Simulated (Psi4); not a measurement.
**CCSD/def2-SVPD run of AlCl2F (SMILES [F][Al]([Cl])[Cl])**

What is the vertical singlet–triplet gap of AlCl2F at CCSD/def2-SVPD? 

Program for the calculation: Psi4 1.11.

2 further runs of the same task are left out: 2 set aside as unsound or not needed.

**1. The molecule**

AlCl2F has 4 atoms, charge 0, and is taken as a singlet. As SMILES, `[F][Al]([Cl])[Cl]`. The shape is that of a PBE0-D4/def2-TZVP optimisation.

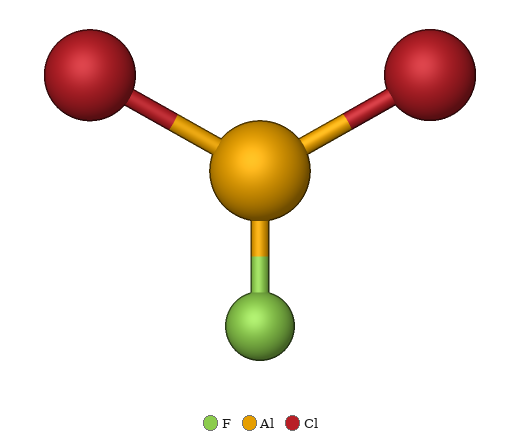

Viewed from a chosen angle; fluorine green, aluminium amber, chlorine red.

**2. The energy at CCSD/def2-SVPD**

job.py reads:

```python
import psi4

psi4.set_memory(2200000000)
psi4.set_num_threads(1)
psi4.core.set_output_file('psi4.out', False)

mol = psi4.geometry("""
0 1
F      0.087420     0.388220     1.682350
Al     0.004800     0.021530     0.093600
Cl     1.223040    -1.463690    -0.663450
Cl    -1.315270     1.053930    -1.112510
units angstrom
symmetry c1
no_reorient
no_com
""")

psi4.set_options(dict(puream=True, e_convergence=1e-09, d_convergence=1e-08, scf_type='pk', num_frozen_docc=16))

result, w = psi4.energy('ccsd/def2-SVPD', return_wfn=True)
print(f'total energy {result:.8f} hartree = {result * 27.211386:.5f} eV')
```

Command:

```bash
python job.py
```

psi4.out:

```text
[...]
  Running in c1 symmetry.
[...]
  Nuclear repulsion =  244.295361750994289
[...]
  Multiplicity = 1
[...]
  Nalpha       = 28
  Nbeta        = 28
[...]
    Number of basis functions: 101
[...]
   @RHF iter   1: -1260.09367795839353   -6.68051e-01   4.05743e-03 DIIS/ADIIS
[...]
   @RHF iter  10: -1260.16012939238499   -1.50067e-11   7.90248e-09 DIIS
[...]
    Orbital Energies [Eh]
    ---------------------
    Doubly Occupied:
       1A   -104.817881     2A   -104.817873     3A    -58.569701
       4A    -26.288145     5A    -10.580007     6A    -10.580003
       7A     -8.054367     8A     -8.054362     9A     -8.052418
      10A     -8.052417    11A     -8.052179    12A     -8.052170
      13A     -4.993699    14A     -3.314058    15A     -3.312754
      16A     -3.312363    17A     -1.549461    18A     -1.114199
      19A     -1.101629    20A     -0.713393    21A     -0.662555
      22A     -0.658794    23A     -0.592010    24A     -0.542696
      25A     -0.506190    26A     -0.505049    27A     -0.490417
      28A     -0.480683
[...]
  @RHF Final Energy: -1260.16012939238499
   => Energetics <=
    Nuclear Repulsion Energy =            244.2953617509942887
    One-Electron Energy =               -2233.2680346821634885
    Two-Electron Energy =                 728.8125435387842117
    Total Energy =                      -1260.1601293923849880
[...]
 Multipole Moments:
 ------------------------------------------------------------------------------------
     Multipole            Electronic (a.u.)      Nuclear  (a.u.)        Total (a.u.)
 ------------------------------------------------------------------------------------
 L = 1.  Multiply by 2.5417464519 to convert [e a0] to [Debye]
 Dipole X            :          1.3487193           -1.3582029           -0.0094835
 Dipole Y            :          5.9905889           -6.0321003           -0.0415114
 Dipole Z            :         25.9623213          -26.1412807           -0.1789594
 Magnitude           :                                                    0.1839554
[...]
      * MP2 total energy                      = -1260.700052085802781
[...]
      * CCSD total energy                     = -1260.725540207450877
```

On the terminal:

```text
total energy -1260.72554021 hartree = -34306.08931 eV
```

Run time: 17 s. Hardware: 1 thread of Intel Xeon 6975P-C (Granite Rapids), shared host; peak memory 0.78 GiB.

**3. The triplet at the same level**

calc.in reads:

```
memory 2.2 GB

molecule {
  0 3
  F      0.16519986     0.73362948     3.17918075
  Al     0.00907069     0.04068580     0.17687837
  Cl     2.31121064    -2.76597323    -1.25373880
  Cl    -2.48550008     1.99163905    -2.10233921
  units au
  symmetry c1
}

set {
  basis def2-SVPD
  reference uhf
  puream true
  e_convergence 1e-09
  d_convergence 1e-08
  scf_type pk
  num_frozen_docc 16
  maxiter 100
}

energy("ccsd")
print_variables()
```

Command:

```bash
psi4 calc.in calc.out -n 1
```

calc.out:

```text
[...]
  Running in c1 symmetry.
[...]
  Nuclear repulsion =  244.295361815582453
[...]
  Multiplicity = 3
[...]
  Nalpha       = 29
  Nbeta        = 27
[...]
    Number of basis functions: 101
[...]
   @UHF iter   1: -1259.79596151028068   -3.70334e-01   4.03048e-03 DIIS/ADIIS
[...]
   @UHF iter  23: -1259.87492476762691   -1.13687e-12   8.30862e-09 DIIS
[...]
   @S^2 Observed:                2.037589626E+00
[...]
    Orbital Energies [Eh]
    ---------------------
    Alpha Occupied:
       1A   -104.896121     2A   -104.896112     3A    -58.534709
       4A    -26.257235     5A    -10.659234     6A    -10.659231
       7A     -8.142628     8A     -8.142608     9A     -8.130107
      10A     -8.130103    11A     -8.126855    12A     -8.126852
      13A     -4.964964    14A     -3.281379    15A     -3.280068
      16A     -3.277107    17A     -1.523039    18A     -1.204205
      19A     -1.194802    20A     -0.701707    21A     -0.652821
      22A     -0.641368    23A     -0.625511    24A     -0.609421
      25A     -0.597624    26A     -0.583749    27A     -0.563746
      28A     -0.550629    29A     -0.175869
    Alpha Virtual:
[...]
  @UHF Final Energy: -1259.87492476762691
   => Energetics <=
    Nuclear Repulsion Energy =            244.2953618155824529
    One-Electron Energy =               -2231.4608197478291913
    Two-Electron Energy =                 727.2905331646197737
    Total Energy =                      -1259.8749247676269079
  UHF NO Occupations:
  HONO-2 :   27  A 1.9851803
  HONO-1 :   28  A 1.0000000
[...]
 Multipole Moments:
 ------------------------------------------------------------------------------------
     Multipole            Electronic (a.u.)      Nuclear  (a.u.)        Total (a.u.)
 ------------------------------------------------------------------------------------
 L = 1.  Multiply by 2.5417464519 to convert [e a0] to [Debye]
 Dipole X            :         -0.0051562           -0.0483080           -0.0534642
 Dipole Y            :         -0.0124073           -0.2145795           -0.2269868
 Dipole Z            :         -0.0402233           -0.9299528           -0.9701761
 Magnitude           :                                                    0.9978091
[...]
      * MP2 total energy                      = -1260.426471814590286
[...]
      * CCSD total energy                     = -1260.455276779910264
[...]
```

Wall time 77 s (1 thread of Intel Xeon 6975P-C (Granite Rapids), shared host); peak memory 0.79 GiB.

**4. Results**

Level: CCSD/def2-SVPD, 16 core orbitals frozen.

| quantity | value |
| --- | --- |
| singlet: total energy | -1260.72554 Eh |
| singlet: HOMO energy (Hartree–Fock orbitals) | -13.08 eV |
| singlet: LUMO energy (Hartree–Fock orbitals) | 0.76 eV |
| singlet: HOMO–LUMO gap (Hartree–Fock orbitals) | 13.84 eV |
| singlet: correlation energy (16 core orbitals frozen) | -565.4 mEh |
| singlet: T1 diagnostic | 0.012 |
| triplet: total energy | -1260.45528 Eh |
| triplet: HOMO energy (Hartree–Fock orbitals) (highest over α and β) | -4.79 eV |
| triplet: correlation energy (16 core orbitals frozen) | -580.4 mEh |
| triplet: ⟨S²⟩ of the reference determinant | 2.038 |
| triplet: T1 diagnostic | 0.031 |
| vertical energy of the triplet above the singlet | 7.354 eV |

At this shape the triplet lies 7.35 eV (170 kcal/mol) above the singlet.
